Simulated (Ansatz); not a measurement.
# Geometry relaxation of C2H6O (part 2 of 2)

C2H6O (disordered cell, 36 atoms in the cell); DFT PBE-D3(BJ), scalar-relativistic, plane waves, PAW, no spin polarisation (Ansatz 0.2.0); cutoff 420 eV, 1×1×1 k-mesh, Fermi–Dirac smearing of 0.02 eV. It belongs to a series of runs on one base structure; here: start relaxed.

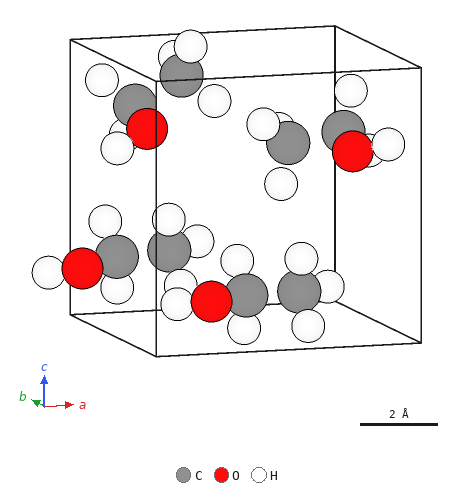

Figure 1. The geometry at step 1 of the log (spheres-only view of the cell of the calculation, seen slightly off an axis).

## What the program printed, continued
```
relax step   2: F+E_penalty+E_count = -4662.13252908 eV  Δ(F+E_penalty+E_count) = -2.682e-1 eV  max|allowed force component| = 1.659e-1 eV/Å  Δτ_max = 0.1949 Å  (9 SCF iters, accepted)
NSCF: frozen V_eff on 1 k-points
the band table was solved once a step of the walk had ended and its energy, with any forces and stress, was formed, with the checks that follow a solve (493 applications of the Hamiltonian). They found nothing against the state; the energy, forces and stress were not computed again (output.eigenvalues in the input reference)
WARN: The input density's exchange-correlation potential varies sharply where the density is thin. Do not read a vacuum level from v_tot or v_xc, or from such a field of the output density. On a cell that repeats whose density bears no net charge and no dipole along the vacuum's axis use v_es (v_loc + v_h of the components); under efield.dipole_correction with no amplitude use v_es + v_field, which holds any external_charges[].barrier, or the levels of the report's work_function block, which leave it out; under a non-zero efield.amplitude the vacuum is tilted and has no level; on a cell that repeats and bears such a dipole with no correction it is tilted too, and efield.dipole_correction with no amplitude gives each side of its ramp a level where efield: is served; in a cell that repeats whose density bears a net charge (total_charge, or a fill off its count) it is curved and has none; of a slab under crystal.periodic whose density bears no net charge use v_es, which has a level on each side, short of where the two are joined; of another it falls or rises all the way out and has none; of a slab beside external_charges read slab_vacuum_level instead, which it has where they leave it neutral. The grid or the basis barely resolves most such structure, and the values can differ between equally converged runs; as a rule a tighter scf.convergence.dr2_threshold does not remove it. Where the density itself ripples (under the LDA too) a higher basis.ecutwfc lessens it. The files hold the spikes' plane waves up to the density's cutoff. Files: v_tot and the like, and their columns of v_z.tsv (output.write_potential); v_xc and the like, and their columns of v_comp_z.tsv (output.write_potential_components); where files of the output density stand in their place, no point of their own thin density is over the threshold below, and this is of outcome.potential() and, of a run that writes arrays (npy), the arrays of these names. Measured: with its Gaussian average of σ = 0.25 Å subtracted twice, the exchange-correlation potential is over 0.1 eV at 69 of the grid points where the equally averaged density (valence and model cores) is under 1e-3 e/Å³, and 1.50 eV at the most among them, at an averaged density of 9.5e-4 e/Å³. See output.write_potential in the manual, Limitations
SCF converged after 9 iterations
Free energy (F): -4662.132529 eV
Harris-Foulkes:  -4662.132529 eV  (|F-HF|=1.38e-10)
Internal energy: -4662.132529 eV  (E = F + TS)
E sigma→0 (E₀):  -4662.132529 eV
Fermi energy:    0.215504 eV
--- Per-component energies (eV) ---
  E_band       = -689.850910
  E_kinetic    = 1768.258650
  E_local      = -5658.081444  (includes V_loc(G=0)·N_el)
  E_nonlocal   = 449.736017
  E_hartree    = 2048.272206
  E_xc         = -895.287694
  E_vxc        = -1130.143342  (∫ρ·V_xc dr)
  E_paw        = -1442.278419  (= ΣΔE_a)
  E_vpaw       = -216.142883  (= ΣTr[D̂ρ^β])
  E_aug_tail   = -0.022773  (compensation charges beyond the density's cutoff)
  E_ewald      = -931.411301
  E_disp       = -1.317772  (pairwise vdW)
  E_smearing   = -0.000000  (= −TS)
  E_closure    = -0.000000  (closes the sum)
  Σ components = -4662.132529   (vs F -4662.132529, Δ=0.00e0)
--- Forces (eV/Å), atoms counted from 1 ---
  atom   1  C     -0.12015204    -0.10376076    -0.01027187
  atom   2  C      0.14771984     0.02322271    -0.07364517
  atom   3  O     -0.16588793    -0.03103230     0.05242999
  atom   4  H     -0.01648835     0.00622956     0.00571137
  atom   5  H     -0.11926129    -0.01772447     0.05213687
  atom   6  H     -0.05333924     0.05940628     0.05799754
  atom   7  H     -0.02810108     0.03880157     0.04691985
  atom   8  H      0.05876158     0.03400992    -0.06187555
  atom   9  H      0.00511297     0.05621003     0.00211416
  atom  10  C      0.08364343    -0.08971469    -0.04115277
  atom  11  C     -0.06125974     0.07201038     0.00814682
  atom  12  O      0.02493385    -0.10969478     0.00142328
  atom  13  H      0.00889168     0.00337263     0.00425713
  atom  14  H      0.05610923    -0.02244769    -0.04436909
  atom  15  H      0.00910182     0.00036964     0.05312048
  atom  16  H      0.00735920     0.01916614     0.01083201
  atom  17  H      0.00567253     0.03074220    -0.04554147
  atom  18  H     -0.07528979     0.00353308    -0.00380331
  atom  19  C     -0.07682853     0.02663388    -0.08223940
  atom  20  C      0.11759569    -0.03447088    -0.00707425
  atom  21  O     -0.12046531     0.02709050     0.03772644
  atom  22  H     -0.01389684    -0.01659455    -0.00379118
  atom  23  H     -0.05298125     0.01914938     0.05543853
  atom  24  H      0.02362143    -0.02687211    -0.09062824
  atom  25  H      0.00710620     0.05887927    -0.03189548
  atom  26  H      0.01332979    -0.00795740     0.01468268
  atom  27  H      0.05551615     0.03713024    -0.09969965
  atom  28  C     -0.09760377    -0.10587717    -0.02223082
  atom  29  C      0.08633153     0.10226465     0.02372941
  atom  30  O     -0.09074411     0.03135989    -0.00571540
  atom  31  H      0.15424351     0.00745162     0.05247151
  atom  32  H      0.01971179     0.04333712     0.05111333
  atom  33  H      0.04289332    -0.02756333    -0.01760102
  atom  34  H      0.02547602     0.02173228     0.05637989
  atom  35  H      0.06025250    -0.04355518     0.10157533
  atom  36  H      0.07884541    -0.08483282    -0.04666259
  max |Σ_I F_I| component: 6.98e-5 eV/Å
--- Band table (eV) ---
  k-point 0: bands = ["-21.6359", "-21.5803", "-21.5476", "-21.4979", "-14.7801", "-14.7195", "-14.6022", "-14.5375", "-11.2738", "-11.2138", "-11.0715", "-10.8315", "-9.1872", "-8.9102", "-8.7559", "-8.6947", "-8.0198", "-7.7229", "-7.2164", "-6.8254", "-6.1506", "-6.0470", "-5.9129", "-5.7321", "-5.5533", "-5.3920", "-5.3217", "-5.2007", "-4.9779", "-4.9119", "-4.7208", "-4.6564", "-4.3631", "-4.1662", "-4.0280", "-3.7509", "-2.6061", "-2.4009", "-2.3124", "-2.0964", "2.5274", "3.6535", "4.0562", "4.1600", "4.5747", "4.7262", "5.0180", "5.6357", "5.8911", "6.0025", "6.1306", "6.3408", "6.4412", "6.6728", "6.7901", "7.0983", "7.2425", "7.4012", "7.7948", "7.9321", "8.0680", "8.1275", "8.2382", "8.4197", "8.5172", "8.7406", "8.8539", "9.1296", "9.2740", "9.5640", "9.8705", "9.8947", "9.9969", "10.0955", "10.3263", "10.6318"]
--- Relaxed structure (2 steps of the walk, 2 accepted, 0 SCFs on fresh bases) ---
  F+E_penalty+E_count = -4662.13252908 eV   max|allowed force component| = 1.659e-1 eV/Å
  atoms:
    - { symbol: C, position: [0.20687384038398487, 0.5207441595714658, 0.3043531699333074] }
    - { symbol: C, position: [0.04907371837938188, 0.6518778605252018, 0.27684874719702374] }
    - { symbol: O, position: [-0.1134413062461117, 0.544506079265447, 0.24957323905297366] }
    - { symbol: H, position: [-0.21371020719514344, 0.6284224210560904, 0.22596474018626392] }
    - { symbol: H, position: [0.03509073547562737, 0.7447356873798673, 0.39493384742955306] }
    - { symbol: H, position: [0.07686433148326034, 0.7381677604825337, 0.15690695869206536] }
    - { symbol: H, position: [0.3366446382518497, 0.5940859719117674, 0.3227257072968156] }
    - { symbol: H, position: [0.18470971673126182, 0.4338501999866592, 0.4250767789802628] }
    - { symbol: H, position: [0.21924568517003584, 0.4337089853682315, 0.18260084837659352] }
    - { symbol: C, position: [0.5927225357159448, 0.28607910891234933, 0.7001072920601966] }
    - { symbol: C, position: [0.7686786124380227, 0.1871590677571821, 0.7487478135632145] }
    - { symbol: O, position: [0.7450603209774186, -0.003599828848112567, 0.7097475237700829] }
    - { symbol: H, position: [0.8586363958538871, -0.0660174088236131, 0.7400480412554664] }
    - { symbol: H, position: [0.8835540476818767, 0.24284493715496117, 0.6674946814215527] }
    - { symbol: H, position: [0.80213036118287, 0.20835093043238997, 0.8947654899414681] }
    - { symbol: H, position: [0.6038785688984849, 0.43295890361700906, 0.729436977859704] }
    - { symbol: H, position: [0.5617605976575685, 0.2689853470934488, 0.5542910136792719] }
    - { symbol: H, position: [0.4776962886092366, 0.2312106892332096, 0.7795994851724897] }
    - { symbol: C, position: [0.32927375823656235, 0.7173443321583424, 0.8776455676976407] }
    - { symbol: C, position: [0.14628216325299057, 0.6947353079006509, 0.7835582864228737] }
    - { symbol: O, position: [0.12529102503138265, 0.5058355709081845, 0.7355447871884645] }
    - { symbol: H, position: [0.007303397912520533, 0.4913670494916073, 0.6757060760130971] }
    - { symbol: H, position: [0.034490846088012776, 0.7370570580237429, 0.8767355587181571] }
    - { symbol: H, position: [0.1410421278850893, 0.7835199914492256, 0.6613073531890725] }
    - { symbol: H, position: [0.3455983502214181, 0.8591704804403925, 0.9225027137051879] }
    - { symbol: H, position: [0.33753407713332273, 0.628726515018228, 0.9984099969355866] }
    - { symbol: H, position: [0.44157682153576644, 0.6818997576523406, 0.7845491490332426] }
    - { symbol: C, position: [0.5510497533100177, -0.002096465116792781, 0.21672553629540786] }
    - { symbol: C, position: [0.39514383060465735, 0.13129451207031945, 0.18816034190064815] }
    - { symbol: O, position: [0.2234079709272074, 0.03588857499044767, 0.19008832479953436] }
    - { symbol: H, position: [0.12613941977140242, 0.12554476820280705, 0.17383553824850245] }
    - { symbol: H, position: [0.3982125746254948, 0.23334518896720632, 0.2985464011456675] }
    - { symbol: H, position: [0.4113736969763332, 0.20580795724151732, 0.05766477492046931] }
    - { symbol: H, position: [0.6814222944261267, 0.07224775080404507, 0.21931859140250037] }
    - { symbol: H, position: [0.5339887382701486, -0.07332259235749972, 0.3478841293959732] }
    - { symbol: H, position: [0.5559571723420909, -0.10288492992085302, 0.10584881711966893] }
```

## Trajectory as extended XYZ (Å, eV, eV/Å), 2 frames, from step=1 to step=2
```
36
Lattice="7.2936 0.0000 0.0000 0.0000 7.2936 0.0000 0.0000 0.0000 7.2936" Properties=species:S:1:pos:R:3:forces:R:3 step=1 energy=-4661.86428
C     1.5779    3.7519    2.1657   -0.3195   0.2161   0.0077
C     0.4488    4.7232    1.9058    0.2536   0.0283   0.0646
O    -0.7449    3.9532    1.7717   -0.5091  -0.0712  -0.0589
H    -1.4765    4.5699    1.6044    0.0538  -0.0866   0.0160
H     0.3646    5.4371    2.7375   -0.0554   0.0802   0.0543
H     0.6488    5.3005    0.9919   -0.0758  -0.0241   0.3419
H     2.5265    4.2837    2.2785    0.0766  -0.0157   0.0753
H     1.3812    3.1857    3.0782    0.0766  -0.0504   0.1337
H     1.6651    3.0492    1.3347   -0.0854   0.2158  -0.0896
C     4.3133    2.0958    5.1316    0.1938   0.0017  -0.0374
C     5.6043    1.3835    5.4665   -0.2992   0.0668   0.0004
O     5.4089    0.0008    5.1738    0.2207  -0.2608   0.0031
H     6.2343   -0.4651    5.3862   -0.0240  -0.0273  -0.0162
H     6.4307    1.7982    4.8720    0.1718  -0.0200  -0.1395
H     5.8528    1.5294    6.5274    0.0671   0.0124   0.1784
H     4.3990    3.1666    5.3354   -0.0533   0.0923   0.0175
H     4.0728    1.9567    4.0758   -0.0311   0.0381  -0.1368
H     3.4957    1.6882    5.7292   -0.1709   0.0073   0.0418
C     2.3964    5.2211    6.5361   -0.1099   0.1554  -0.2532
C     1.0695    5.0764    5.8260    0.4105  -0.0081  -0.1166
O     0.9549    3.7121    5.4241   -0.2878  -0.0770  -0.0433
H     0.1043    3.6099    4.9665    0.0140  -0.0658   0.0016
H     0.2473    5.3581    6.4991   -0.2126  -0.0024   0.0832
H     1.0307    5.7470    4.9559    0.0659   0.0790  -0.1983
H     2.5448    6.2512    6.8710   -0.1341  -0.0971  -0.1077
H     2.4295    4.5604    7.4046    0.0742   0.0114  -0.0092
H     3.2120    4.9489    5.8632    0.1399   0.0026  -0.1770
C     3.9464    0.0345    1.5276    0.0852   0.0441  -0.0220
C     2.8016    1.0024    1.3314    0.4773  -0.3178   0.1833
O     1.5976    0.2368    1.3446   -0.3980   0.2819   0.0058
H     0.8559    0.8513    1.2190    0.0368   0.0019   0.0491
H     2.7988    1.7532    2.1343    0.1008  -0.2106  -0.0170
H     2.9170    1.5368    0.3777   -0.0368   0.0509  -0.0947
H     4.9034    0.5632    1.5269    0.0687   0.0505   0.0573
H     3.8343   -0.4889    2.4791    0.0373  -0.0587   0.2374
H     3.9524   -0.7050    0.7246    0.1777  -0.0438  -0.0352
36
Lattice="7.2936 0.0000 0.0000 0.0000 7.2936 0.0000 0.0000 0.0000 7.2936" Properties=species:S:1:pos:R:3:forces:R:3 step=2 energy=-4662.13253
C     1.5089    3.7981    2.2198   -0.1202  -0.1038  -0.0103
C     0.3579    4.7546    2.0192    0.1477   0.0232  -0.0736
O    -0.8274    3.9714    1.8203   -0.1659  -0.0310   0.0524
H    -1.5587    4.5835    1.6481   -0.0165   0.0062   0.0057
H     0.2559    5.4318    2.8805   -0.1193  -0.0177   0.0521
H     0.5606    5.3839    1.1444   -0.0533   0.0594   0.0580
H     2.4554    4.3330    2.3538   -0.0281   0.0388   0.0469
H     1.3472    3.1643    3.1004    0.0588   0.0340  -0.0619
H     1.5991    3.1633    1.3318    0.0051   0.0562   0.0021
C     4.3231    2.0866    5.1063    0.0836  -0.0897  -0.0412
C     5.6065    1.3651    5.4611   -0.0613   0.0720   0.0081
O     5.4342   -0.0263    5.1766    0.0249  -0.1097   0.0014
H     6.2626   -0.4815    5.3976    0.0089   0.0034   0.0043
H     6.4443    1.7712    4.8685    0.0561  -0.0224  -0.0444
H     5.8504    1.5196    6.5261    0.0091   0.0004   0.0531
H     4.4045    3.1578    5.3202    0.0074   0.0192   0.0108
H     4.0973    1.9619    4.0428    0.0057   0.0307  -0.0455
H     3.4841    1.6864    5.6861   -0.0753   0.0035  -0.0038
C     2.4016    5.2320    6.4012   -0.0768   0.0266  -0.0822
C     1.0669    5.0671    5.7150    0.1176  -0.0345  -0.0071
O     0.9138    3.6894    5.3648   -0.1205   0.0271   0.0377
H     0.0533    3.5839    4.9284   -0.0139  -0.0166  -0.0038
H     0.2516    5.3758    6.3946   -0.0530   0.0191   0.0554
H     1.0287    5.7147    4.8233    0.0236  -0.0269  -0.0906
H     2.5207    6.2665    6.7284    0.0071   0.0589  -0.0319
H     2.4619    4.5857    7.2820    0.0133  -0.0080   0.0147
H     3.2207    4.9735    5.7222    0.0555   0.0371  -0.0997
C     4.0192   -0.0153    1.5807   -0.0976  -0.1059  -0.0222
C     2.8820    0.9576    1.3724    0.0863   0.1023   0.0237
O     1.6295    0.2618    1.3864   -0.0907   0.0314  -0.0057
H     0.9200    0.9157    1.2679    0.1542   0.0075   0.0525
H     2.9044    1.7019    2.1775    0.0197   0.0433   0.0511
H     3.0004    1.5011    0.4206    0.0429  -0.0276  -0.0176
H     4.9700    0.5269    1.5996    0.0255   0.0217   0.0564
H     3.8947   -0.5348    2.5373    0.0603  -0.0436   0.1016
H     4.0549   -0.7504    0.7720    0.0788  -0.0848  -0.0467
```

## Results in brief

```json
{"quantity": "outcome", "value": "converged"}
{"quantity": "electrons treated", "value": "80"}
{"quantity": "free energy", "value": "−4662.1325 eV"}
{"quantity": "Fermi energy", "value": "0.216 eV"}
{"quantity": "gap on the k-point mesh", "value": "4.62 eV"}
{"quantity": "final volume", "value": "388.00 Å³"}
{"quantity": "largest force (length of the vector) at the end", "value": "0.177 eV/Å"}
{"quantity": "hardware", "value": "1 thread of AMD EPYC (Zen 4), 16 GiB of memory available, shared host"}
{"quantity": "wall time", "value": "4.9 s"}
{"quantity": "peak memory", "value": "0.46 GiB"}
```

## Remarks

Warnings of the run: the exchange-correlation potential is rough where the density is thin. The input asks for low accuracy. The k-point mesh is coarse for a cell of this size, so the results may not be converged.
